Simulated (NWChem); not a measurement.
# C2H2FGe (SMILES C#[C][GeH][F]) at 3 levels

We compute a comparison of 3 runs (UHF/STO-3G, UHF/3-21G, UB3LYP/6-31G*) of C2H2FGe. 

The results are computed with NWChem 7.3.0.

### Step 1. The structure to begin with

C2H2FGe: 6 atoms, total charge 0, spin state doublet. SMILES: `C#[C][GeH][F]`. Geometry: relaxed at PBE0-D4/def2-TZVP.

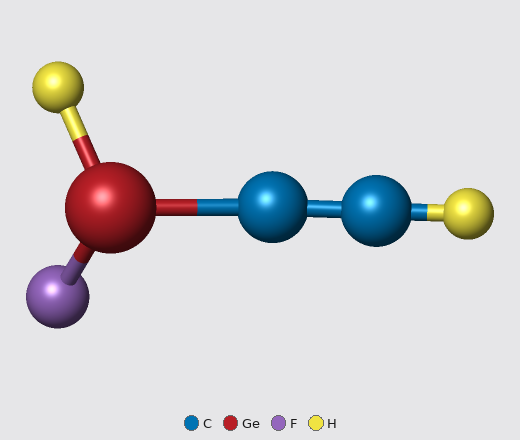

Viewed from a chosen angle; carbon blue, germanium red, fluorine purple, hydrogen yellow.

### Step 2. Energy and gradient at UHF/STO-3G (run 1)

File run.py:

```python
from ase import Atoms
from ase.calculators.nwchem import NWChem

system = Atoms(['C', 'C', 'Ge', 'F', 'H', 'H'], positions=[
    [-0.259200, 0.074500, -1.769000],
    [0.006200, 0.034600, -0.591400],
    [0.661100, -0.021100, 1.180400],
    [-0.021800, -1.442400, 1.919600],
    [-0.516900, 0.107000, -2.803300],
    [0.172500, 1.183400, 2.017600],
])

calc = NWChem(
    label='geom',
    theory='scf',
    memory='2200 mb',
    basis='STO-3G',
    basispar='spherical bse',
    scf={'nopen': '1', 'uhf': None, 'thresh': '1e-08', 'maxiter': '80'},
)
system.calc = calc

forces = system.get_forces()
print(f"energy = {system.get_potential_energy():.6f} eV")
print("forces (eV/A):")
for s, f in zip(system.symbols, forces):
    print(f"{s:2s} {f[0]:10.5f} {f[1]:10.5f} {f[2]:10.5f}")
```

Command:

```console
export ASE_NWCHEM_COMMAND="nwchem PREFIX.nwi > PREFIX.nwo"
python run.py
```

What it wrote:

```text
energy = -60563.276636 eV
forces (eV/A):
C     0.33337   -0.07847    1.69009
C     0.32638    0.14918    0.07173
Ge   -1.88035    0.32386    0.06536
F     0.59881    1.11272   -0.58878
H    -0.00309   -0.00026   -0.01707
H     0.62493   -1.50698   -1.22127
```

The calculator wrote geom.nwi:

```
title "geom"

permanent_dir geom

scratch_dir geom

start geom

geometry units angstrom nocenter noautosym noautoz
  C  -2.5919999999999999e-01 7.4499999999999997e-02 -1.7689999999999999e+00
  C  6.1999999999999998e-03 3.4599999999999999e-02 -5.9140000000000004e-01
  Ge 6.6110000000000002e-01 -2.1100000000000001e-02 1.1803999999999999e+00
  F  -2.1800000000000000e-02 -1.4423999999999999e+00 1.9196000000000000e+00
  H  -5.1690000000000003e-01 1.0700000000000000e-01 -2.8033000000000001e+00
  H  1.7249999999999999e-01 1.1834000000000000e+00 2.0175999999999998e+00
end

memory 2200 mb

basis spherical bse noprint
   * library STO-3G
end

scf
  nopen 1
  uhf
  thresh 1e-08
  maxiter 80
end

task scf gradient
```

geom.nwo:

```text
Northwest Computational Chemistry Package (NWChem) 7.3.0
             --------------------------------------------------------

           Job information
           ---------------

    nwchem branch   = 7.3.0
    use scalapack   = T
    input           = geom.nwi
    prefix          = geom.
    data base       = geom/geom.db
    status          = startup
    nproc           =        1

           Memory information
           ------------------

[... 5 lines left out ...]
    hardfail = no
[... 40 lines left out ...]
            Nuclear Dipole moment (a.u.)
[... 82 lines left out ...]
 2-e energy   =    1132.508406
[... 18 lines left out ...]
  ga_iter_lsolve: convergence stagnant ... aborting solve
[... 13 lines left out ...]
      One electron energy =  -3583.836539233200
[... 9 lines left out ...]
          Final alpha eigenvalues
[... 261 lines left out ...]
                     UHF Final Beta Molecular Orbital Analysis
[... 273 lines left out ...]
                 ----------------------------------------
                 |  Time  |  1-e(secs)   |  2-e(secs)   |
                 ----------------------------------------
                 |  CPU   |       0.00   |       1.54   |
                 ----------------------------------------
                 |  WALL  |       0.00   |       1.54   |
                 ----------------------------------------

 Task  times  cpu:       17.2s     wall:       17.2s
 Total times  cpu:       17.2s     wall:       17.2s
```

It took 19 s on 1 thread of Intel Xeon Platinum 8375C at 2.90GHz (Ice Lake), shared host; peak memory 0.1 GiB.

### Step 3. Energy and gradient at UHF/3-21G (run 2)

File run.py:

```python
from ase import Atoms
from ase.calculators.nwchem import NWChem

molecule = Atoms(['C', 'C', 'Ge', 'F', 'H', 'H'], positions=[
    [-0.259200, 0.074500, -1.769000],
    [0.006200, 0.034600, -0.591400],
    [0.661100, -0.021100, 1.180400],
    [-0.021800, -1.442400, 1.919600],
    [-0.516900, 0.107000, -2.803300],
    [0.172500, 1.183400, 2.017600],
])

calc = NWChem(
    label='c2h2fge',
    theory='scf',
    memory='2200 mb',
    basis='3-21G',
    basispar='spherical bse',
    scf={'nopen': '1', 'uhf': None, 'thresh': '1e-08', 'maxiter': '80'},
)
molecule.calc = calc

forces = molecule.get_forces()
print(f"energy = {molecule.get_potential_energy():.6f} eV")
print("forces (eV/A):")
for s, f in zip(molecule.symbols, forces):
    print(f"{s:2s} {f[0]:10.5f} {f[1]:10.5f} {f[2]:10.5f}")
```

Command:

```console
export ASE_NWCHEM_COMMAND="nwchem PREFIX.nwi > PREFIX.nwo"
python run.py
```

What it wrote:

```text
energy = -60972.087462 eV
forces (eV/A):
C    -0.22600   -0.06104    0.32247
C     0.17751    0.24677   -1.15417
Ge   -1.02530   -1.18939    0.98987
F     0.70834    1.04227   -0.53253
H     0.19525   -0.01445    0.57942
H     0.17026   -0.02417   -0.20512
```

The calculator wrote c2h2fge.nwi:

```
title "c2h2fge"

permanent_dir c2h2fge

scratch_dir c2h2fge

start c2h2fge

geometry units angstrom nocenter noautosym noautoz
  C  -2.5919999999999999e-01 7.4499999999999997e-02 -1.7689999999999999e+00
  C  6.1999999999999998e-03 3.4599999999999999e-02 -5.9140000000000004e-01
  Ge 6.6110000000000002e-01 -2.1100000000000001e-02 1.1803999999999999e+00
  F  -2.1800000000000000e-02 -1.4423999999999999e+00 1.9196000000000000e+00
  H  -5.1690000000000003e-01 1.0700000000000000e-01 -2.8033000000000001e+00
  H  1.7249999999999999e-01 1.1834000000000000e+00 2.0175999999999998e+00
end

memory 2200 mb

basis spherical bse noprint
   * library 3-21G
end

scf
  nopen 1
  uhf
  thresh 1e-08
  maxiter 80
end

task scf gradient
```

c2h2fge.nwo:

```text
Northwest Computational Chemistry Package (NWChem) 7.3.0
             --------------------------------------------------------

           Job information
           ---------------

    nwchem branch   = 7.3.0
    use scalapack   = T
    input           = c2h2fge.nwi
    prefix          = c2h2fge.
    data base       = c2h2fge/c2h2fge.db
    status          = startup
    nproc           =        1

           Memory information
           ------------------

[... 5 lines left out ...]
    hardfail = no
[... 40 lines left out ...]
            Nuclear Dipole moment (a.u.)
[... 82 lines left out ...]
 2-e energy   =    1113.058631
[... 18 lines left out ...]
  ga_iter_lsolve: convergence stagnant ... aborting solve
[... 13 lines left out ...]
      One electron energy =  -3584.778147135760
[... 9 lines left out ...]
          Final alpha eigenvalues
[... 246 lines left out ...]
                     UHF Final Beta Molecular Orbital Analysis
[... 254 lines left out ...]
                 ----------------------------------------
                 |  Time  |  1-e(secs)   |  2-e(secs)   |
                 ----------------------------------------
                 |  CPU   |       0.00   |       1.00   |
                 ----------------------------------------
                 |  WALL  |       0.00   |       1.00   |
                 ----------------------------------------

 Task  times  cpu:       17.2s     wall:       17.2s
 Total times  cpu:       17.2s     wall:       17.2s
```

Run time: 19 s. Hardware: 1 thread of Intel Xeon Platinum 8375C at 2.90GHz (Ice Lake), shared host; peak memory 0.1 GiB.

### Step 4. Energy and forces at UB3LYP/6-31G(d) (Cartesian functions) (run 3)

File mol.nw:

```
start mol
title "C2H2FGe B3LYP"
memory 2200 mb
charge 0

geometry units atomic noautosym nocenter noautoz
  C     -0.48981701     0.14078460    -3.34292551
  C      0.01171630     0.06538452    -1.11758403
  Ge     1.24929794    -0.03987322     2.23063272
  F     -0.04119603    -2.72574096     3.62751827
  H     -0.97679943     0.20220070    -5.29746925
  H      0.32597776     2.23630190     3.81271143
end

basis cartesian
  * library 6-31G*
end

dft
  xc b3lyp
  mult 2
  grid xfine
  convergence energy 1e-08
  maxiter 100
  mulliken
end

task dft gradient
```

Command:

```console
nwchem mol.nw > mol.out
```

What it wrote:

```text
[...]
          Wavefunction type:  spin polarized.
          No. of atoms     :     6
          No. of electrons :    55
[...]
          Charge           :     0
          Spin multiplicity:     2
[...]
          AO basis - number of functions:    84
[...]
              XC Information
              --------------
                         B3LYP Method XC Potential
                     Hartree-Fock (Exact) Exchange  0.200
                        Slater Exchange Functional  0.800 local
                    Becke 1988 Exchange Functional  0.720 non-local
              Lee-Yang-Parr Correlation Functional  0.810
                  VWN I RPA Correlation Functional  0.190 local
[...]
 d= 0,ls=0.0,diis     1  -2253.8470101934 -2.48D+03  1.11D-02  3.78D-01     6.0
[...]
 d= 0,ls=0.0,diis    14  -2253.9394765243 -6.87D-09  8.44D-07  5.80D-10    87.4
[...]
         Total DFT energy =    -2253.939476524347
      One electron energy =    -3596.591390642355
           Coulomb energy =     1212.657865826656
    Exchange-Corr. energy =     -101.063547250957
 Nuclear repulsion energy =      231.057595542309
[...]
      <S2> =      0.7531 (Exact =     0.7500)
[...]
  wavefunction    = open shell
                         DFT ENERGY GRADIENTS
    atom               coordinates                        gradient
                 x          y          z           x          y          z
   1 C      -0.489817   0.140785  -3.342926    0.003551  -0.000426   0.016248
   2 C       0.011716   0.065385  -1.117584   -0.003114  -0.000471  -0.014846
   3 Ge      1.249298  -0.039873   2.230633   -0.005101  -0.000071   0.001843
   4 F      -0.041196  -2.725741   3.627518    0.002245   0.005043  -0.002745
   5 H      -0.976799   0.202201  -5.297469    0.000564  -0.000051   0.001276
   6 H       0.325978   2.236302   3.812711    0.001855  -0.004025  -0.001777
[...]
```

Run time: 1.7 min. Hardware: 1 thread of Intel Xeon Platinum 8375C at 2.90GHz (Ice Lake), shared host; peak memory 0.15 GiB.

### Step 5. The series

```
run                                level  Cartesian functions  iteration cap   energy (Eh)  dipole moment (D)  HOMO energy (eV)  LUMO energy (eV)  wall time
  1                           UHF/STO-3G                   no             80  -2225.659383               1.53             -6.93              4.35       19 s
  2                            UHF/3-21G                   no             80  -2240.682904               2.85             -9.35              0.48       19 s
  3  UB3LYP/6-31G* (Cartesian functions)                  yes            100  -2253.939477               2.21             -6.24             -3.57    1.7 min
```

### Step 6. What came out

```
                                 quantity           value
                      run 3: total energy  -2253.93948 Eh
                     run 3: dipole moment          2.21 D
run 3: HOMO energy (highest over α and β)        -6.24 eV
 run 3: LUMO energy (lowest over α and β)        -3.57 eV
                              run 3: ⟨S²⟩           0.753
          run 3: largest force on an atom      0.856 eV/Å
```

**Reading.** The dipole moment (its size) runs from 1.53 D (UHF/STO-3G) to 2.85 D (UHF/3-21G). In run 1 the basis is minimal, so the values are rough. Spin contamination of the reference: run 1 ⟨S²⟩ = 0.98. All runs together took 2.4 min, the longest 1.7 min.
